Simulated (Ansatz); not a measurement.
The end point of a relaxation of GeSe. Computed with PBEsol (plane waves to 420 eV, PAW, scalar-relativistic; Ansatz, a program for electronic structure).

Pnma (No. 62), oP8, AFLOW prototype AB_oP8_62_c_c (B29, as in SnS); a = 10.7211 Å, b = 3.8530 Å, c = 4.2673 Å, α = β = γ = 90.00°.

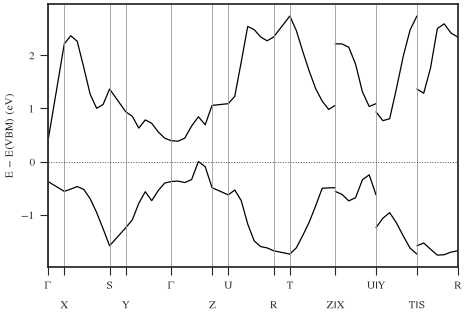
Figure. Highest filled and lowest empty band along the path of this cell's Brillouin zone

Q: Read off the gap and say whether it is direct.

A: 0.38 eV, indirect (valence top at 67 % of the way from Γ to Z, conduction bottom at 17 % of the way from Γ to Z) (no spin-orbit coupling).

Q: How far does the top valence band disperse along this path?

A: About 1.8 eV.

No spin polarisation in the result.

The run could not lose the symmetry of its start.
